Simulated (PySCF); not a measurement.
# One shape, several levels: C2F3N (trifluoromethylisocyanide)

Wanted: a comparison of 6 runs (HF/STO-3G, HF/3-21G, B3LYP/6-31G*, BP86/6-31+G*, PBE0/cc-pVTZ, B2PLYP/def2-TZVP) of C2F3N (trifluoromethylisocyanide). The job is set up through a Python script.

The results are computed with PySCF 2.14.0.

## (1) The system as given

C2F3N: 6 atoms, total charge 0, spin state singlet. As SMILES, `[C-]#[N+]C(F)(F)F`. The coordinates come from a PBE0-D4/def2-TZVP relaxation.

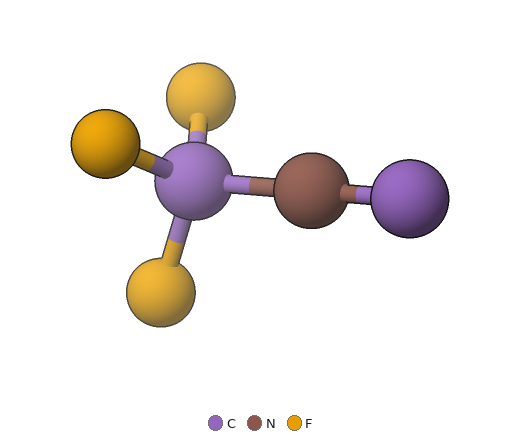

The structure, seen from a chosen angle (carbon purple, nitrogen brown, fluorine amber).

## (2) Energy and forces at HF/STO-3G (run 1)

Input file calc.py:

```python
# [C-]#[N+]C(F)(F)F
from pyscf import gto, scf

system = gto.M(
    atom='''
C      1.602242    -3.285402     1.712186
N      0.725598    -1.486855     0.775298
C     -0.326167     0.668869    -0.348541
F     -2.439920     0.069995    -1.542810
F      1.280837     1.650676    -1.993642
F     -0.842591     2.382718     1.397509
''',
    unit='bohr',
    verbose=3,
    max_memory=1860,
    spin=0,
    basis='sto-3g',
)

mf = scf.RHF(system)
mf.conv_tol = 1e-10
mf.kernel()
if not mf.converged:
    mf = mf.newton().run(mf.mo_coeff, mf.mo_occ)

etot = mf.e_tot
print(f'total energy: {etot:.8f} hartree')
grad = mf.nuc_grad_method().kernel()
dip = mf.dip_moment()
pop, q = mf.mulliken_pop()
```

Started as:

```console
$ OMP_NUM_THREADS=1 python calc.py
```

What it wrote:

```text
converged SCF energy = -422.606662412195
total energy: -422.60666241 hartree
--------------- RHF gradients ---------------
         x                y                z
0 C    -0.0099171900     0.0203278214    -0.0105967515
1 N    -0.0169258429     0.0346773890    -0.0180872434
2 C     0.0019662801    -0.0040130407     0.0021102671
3 F     0.0535775158     0.0161478488     0.0300626993
4 F    -0.0414785690    -0.0242161109     0.0415857502
5 F     0.0127778060    -0.0429239076    -0.0450747218
----------------------------------------------
Dipole moment(X, Y, Z, Debye): -0.42701,  0.87564, -0.45626
 ** Mulliken pop  **
pop of  0 C 1s            1.99757
pop of  0 C 2s            1.66564
pop of  0 C 2px           0.63487
pop of  0 C 2py           0.87665
pop of  0 C 2pz           0.64557
pop of  1 N 1s            1.99561
pop of  1 N 2s            1.40076
pop of  1 N 2px           1.37532
pop of  1 N 2py           1.23634
pop of  1 N 2pz           1.36917
pop of  2 C 1s            1.99285
pop of  2 C 2s            1.02718
pop of  2 C 2px           0.78627
pop of  2 C 2py           0.79521
pop of  2 C 2pz           0.78667
pop of  3 F 1s            1.99897
pop of  3 F 2s            1.94062
pop of  3 F 2px           1.48768
pop of  3 F 2py           1.91326
pop of  3 F 2pz           1.79757
pop of  4 F 1s            1.99897
pop of  4 F 2s            1.94062
pop of  4 F 2px           1.68762
pop of  4 F 2py           1.84403
pop of  4 F 2pz           1.66687
pop of  5 F 1s            1.99897
pop of  5 F 2s            1.94061
pop of  5 F 2px           1.91669
pop of  5 F 2py           1.64065
pop of  5 F 2pz           1.64116
 ** Mulliken atomic charges  **
charge of    0C =      0.17970
charge of    1N =     -0.37721
charge of    2C =      0.61182
charge of    3F =     -0.13810
charge of    4F =     -0.13810
charge of    5F =     -0.13810
```

Run time: 1.3 s. Hardware: 1 thread of Arm Neoverse V1, shared host; peak memory 0.11 GiB.

## (3) Energy and forces at HF/3-21G (run 2)

Input file geometry.xyz:

```xyz
6

C      0.847870    -1.738560     0.906050
N      0.383970    -0.786810     0.410270
C     -0.172600     0.353950    -0.184440
F     -1.291150     0.037040    -0.816420
F      0.677790     0.873500    -1.054990
F     -0.445880     1.260880     0.739530
```

Input file job.py:

```python
# [C-]#[N+]C(F)(F)F
import pyscf.grad
from pyscf import gto, scf

mol = gto.M(
    atom='geometry.xyz',
    max_memory=1860,
    verbose=4,
    charge=0,
    basis='3-21g',
)

mf = scf.RHF(mol)
mf.conv_tol = 1e-10
mf.kernel()
if not mf.converged:
    mf = mf.newton().run(mf.mo_coeff, mf.mo_occ)

etot = mf.e_tot
print('E = %.10f Eh' % etot)
grad = mf.Gradients().kernel()
dip = mf.dip_moment()
pop, q = mf.mulliken_pop()
```

Started as:

```console
$ OMP_NUM_THREADS=1 python job.py
```

What it wrote:

```text
PySCF version 2.14.0

[... 60 lines left out ...]
converged SCF energy = -426.14067706463
[... 13 lines left out ...]
Dipole moment(X, Y, Z, Debye): -0.03210,  0.06591, -0.03423
[... 61 lines left out ...]
charge of    5F =     -0.37057
```

Wall time 1.4 s (1 thread of Arm Neoverse V1, shared host); peak memory 0.12 GiB.

## (4) Energy and gradient at B3LYP/6-31G(d) (spherical functions) (run 3)

Input file input.xyz:

```xyz
6
C2F3N
C      0.847870    -1.738560     0.906050
N      0.383970    -0.786810     0.410270
C     -0.172600     0.353950    -0.184440
F     -1.291150     0.037040    -0.816420
F      0.677790     0.873500    -1.054990
F     -0.445880     1.260880     0.739530
```

Input file job.py:

```python
# [C-]#[N+]C(F)(F)F
import pyscf.grad
from pyscf import gto, dft

mol = gto.Mole()
mol.atom = 'input.xyz'
mol.basis = '6-31g*'
mol.spin = 0
mol.verbose = 3
mol.max_memory = 1860
mol.build()

myscf = dft.RKS(mol)
myscf.xc = 'b3lyp'
myscf.grids.level = 5
myscf.conv_tol = 1e-10
myscf.kernel()
if not myscf.converged:
    myscf = myscf.newton().run(myscf.mo_coeff, myscf.mo_occ)

etot = myscf.e_tot
print(f'total energy: {etot:.8f} hartree')
grad = myscf.Gradients().kernel()
dip = myscf.dip_moment()
pop, q = myscf.mulliken_pop()
```

Started as:

```console
$ OMP_NUM_THREADS=1 python job.py
```

What it wrote:

```text
converged SCF energy = -430.417298502183
total energy: -430.41729850 hartree
[... 9 lines left out ...]
Dipole moment(X, Y, Z, Debye): -0.44679,  0.91652, -0.47741
[... 91 lines left out ...]
charge of    5F =     -0.25135
```

Wall time 26 s (1 thread of Arm Neoverse V1, shared host); peak memory 0.82 GiB.

Runs 4 to 5 aren't shown in full; the table further down has their settings and results.

## (5) A single-point energy at B2PLYP/def2-TZVP (run 6)

Input file calc.py:

```python
from pyscf import gto, dft, mp

system = gto.M(
    atom='''
C        0.847870      -1.738560       0.906050
N        0.383970      -0.786810       0.410270
C       -0.172600       0.353950      -0.184440
F       -1.291150       0.037040      -0.816420
F        0.677790       0.873500      -1.054990
F       -0.445880       1.260880       0.739530
''',
    basis='def2-tzvp',
    spin=0,
    max_memory=1860,
    verbose=3,
)

ks = dft.RKS(system, xc='0.53*HF + 0.47*B88, 0.73*LYP')
ks.grids.level = 5
ks.conv_tol = 1e-10
ks.kernel()
if not ks.converged:
    ks = ks.newton().run(ks.mo_coeff, ks.mo_occ)

pt = mp.MP2(ks, frozen=6).run()
etot = ks.e_tot + 0.27 * pt.e_corr
print('PT2 part  %.8f' % (0.27 * pt.e_corr))
print('E = %.10f Eh' % etot)
ks.analyze()
```

Started as:

```console
$ OMP_NUM_THREADS=1 python calc.py
```

What it wrote:

```text
converged SCF energy = -429.976446931642
[... 14 lines left out ...]
MO #10  energy= -1.14571899138316  occ= 2
[... 21 lines left out ...]
MO #32  energy= 0.277667808070868  occ= 0
[... 21 lines left out ...]
MO #54  energy= 0.864703090422762  occ= 0
[... 21 lines left out ...]
MO #76  energy= 1.94505287217005   occ= 0
[... 21 lines left out ...]
MO #98  energy= 2.91635148348079   occ= 0
[... 21 lines left out ...]
MO #120 energy= 3.93174665388263   occ= 0
[... 21 lines left out ...]
MO #142 energy= 5.86562046867855   occ= 0
[... 21 lines left out ...]
MO #164 energy= 7.78320977573687   occ= 0
[... 21 lines left out ...]
MO #186 energy= 57.7797519702431   occ= 0
[... 7 lines left out ...]
Dipole moment(X, Y, Z, Debye): -0.34132,  0.70029, -0.36470
```

It took 75 s on 1 thread of Arm Neoverse V1, shared host; peak memory 1.8 GiB.

## (6) The series

```csv
run,level,integration grid,task,energy (Eh),dipole moment (D),HOMO energy (eV),LUMO energy (eV),wall time
1,HF/STO-3G,–,gradient,-422.606662,1.08,-11.41,8.45,1.3 s
2,HF/3-21G,–,gradient,-426.140677,0.08,-14.18,3.93,1.4 s
3,B3LYP/6-31G* (spherical functions),5,gradient,-430.417299,1.13,-9.23,-0.53,26 s
4,BP86/6-31+G* (spherical functions),5,gradient,-430.443224,1.22,-8.41,-2.09,37 s
5,PBE0/cc-pVTZ,5,gradient,-430.165513,1.13,-9.91,-0.73,1.8 min
6,B2PLYP/def2-TZVP,5,energy,-430.368148,0.86,-11.63,0.75,75 s
```

## (7) Summary of results

```
                                  quantity          value
                       run 6: total energy  -430.36815 Eh
           run 6: dipole moment (SCF part)         0.86 D
  run 6: HOMO energy (SCF part's orbitals)      -11.63 eV
  run 6: LUMO energy (SCF part's orbitals)        0.75 eV
run 6: HOMO–LUMO gap (SCF part's orbitals)       12.39 eV
```

The dipole moment (its size) runs from 0.08 D (HF/3-21G) to 1.22 D (BP86/6-31+G*). The two ends differ in method and basis. The HOMO–LUMO gap runs from 6.32 eV (BP86/6-31+G*) to 19.86 eV (HF/STO-3G). Totals of different functionals can't be ranked against each other. In run 1 the basis is minimal, so the values are rough. All runs together took 4.1 min, the longest 1.8 min.
